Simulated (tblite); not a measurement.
## Frequency calculation of C4H11AsO2Si

- system: C4H11AsO2Si
- method: GFN2-xTB harmonic vibrations, gas phase (tblite 0.8.0)

It belongs to a series of runs on one base structure; here: H on C replaced by OCOCH3.

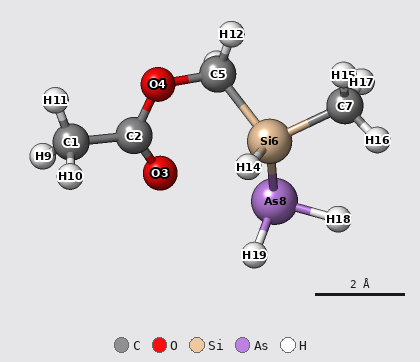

Fig. 1: The input geometry (ball-and-stick view, seen at a tilt; atoms are numbered from 1 in the order of the input). Bond lengths as drawn: As–H 1.49 to 1.51 Å, As–Si 2.32 Å, C–C 1.50 Å, C–H 1.08 to 1.10 Å, C–O 1.21 to 1.43 Å, C–Si 1.91 to 1.94 Å and H–Si 1.48 Å.

**Key numbers**

- outcome: converged
- total energy: −718.8072 eV
- zero-point energy: 86.5500 kcal/mol
- hardware: 1 CPU thread, shared host
- wall time: 1.5 s
- peak memory: 0.18 GiB

**The input**
```
{"job": {"kind": "ir", "xc": "GFN2-xTB", "basis": "xTB"}, "charge": 0, "multiplicity": 1}
C     -3.101175    -1.303471     0.284892
C     -1.681599    -0.914350    -0.026687
O     -0.718053    -1.607755     0.218306
O     -1.592618     0.270168    -0.589887
C     -0.279141     0.719201    -0.932463
Si     1.004827     0.454753     0.492791
C      2.197841     1.935706     0.312248
As     2.122847    -1.561824     0.222440
H     -3.293745    -2.304808    -0.091882
H     -3.228589    -1.321529     1.365257
H     -3.791737    -0.590631    -0.154181
H     -0.410197     1.765677    -1.200288
H      0.043827     0.172038    -1.825033
H      0.227665     0.695657     1.728732
H      1.696568     2.896263     0.364537
H      2.941016     1.907487     1.102930
H      2.729742     1.889556    -0.634529
H      3.404227    -1.036155     0.819047
H      1.718489    -2.056733     1.566634
```

The first line tells a small driver script what to run in tblite; the rest is the geometry in Å.

Launch command:
```bash
OMP_NUM_THREADS=1 python <driver script> task.json out
```

**Output**
```
mode    cm-1     km/mol
  1      26.4      1.02
  2      49.4      4.66
  3      69.0      1.71
  4      96.4      1.25
  5     112.7      0.18
  6     126.1      8.70
  7     144.0      3.97
  8     172.6      7.93
  9     196.6      4.27
 10     223.9      7.68
 11     287.4      7.78
 12     373.3      1.37
 13     427.5     11.68
 14     584.3     22.25
 15     598.6     83.24
 16     630.8     69.87
 17     634.9     10.66
 18     657.5    120.24
 19     672.2     32.07
 20     691.9     15.87
 21     731.7     83.61
 22     763.2     37.08
 23     818.0    171.12
 24     822.4     81.90
 25     914.5     10.21
 26     999.5      6.18
 27    1008.2     15.00
 28    1016.5    174.81
 29    1051.8      2.39
 30    1205.0     25.83
 31    1230.9    104.31
 32    1280.5    175.96
 33    1366.1     49.21
 34    1368.0     13.31
 35    1439.5      9.73
 36    1445.0      4.92
 37    1447.5      2.00
 38    1488.0      0.71
 39    1494.5      0.26
 40    1717.6    470.51
 41    1881.4    687.13
 42    1999.5    471.23
 43    2108.3    375.02
 44    2907.6     37.16
 45    3004.6     21.48
 46    3024.1     30.68
 47    3030.5      2.36
 48    3044.2     25.27
 49    3044.8      1.04
 50    3046.5     30.20
 51    3067.5      6.60
```

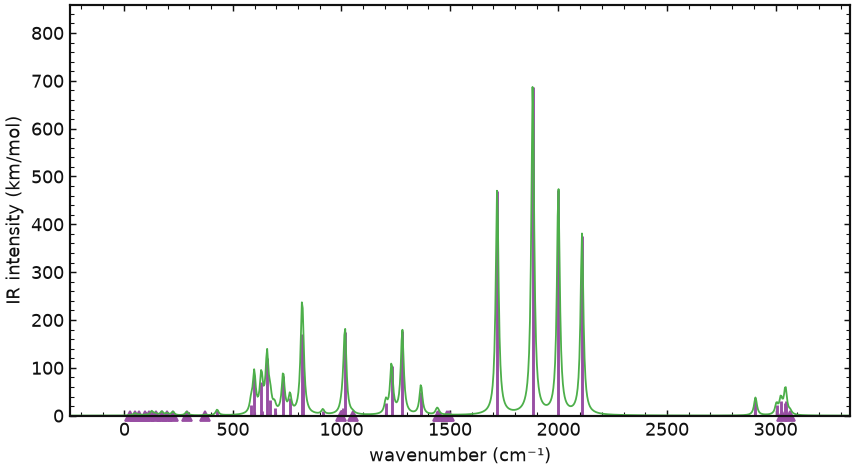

Fig. 2: Harmonic infrared spectrum, unscaled: sticks (degenerate modes added up, dark ones marked on the axis) with a Lorentzian envelope of 16 cm⁻¹ full width, scaled to the tallest stick. 51 modes from 26 to 3068 cm⁻¹, none imaginary. The strongest line is at 1881 cm⁻¹ (687 km/mol).
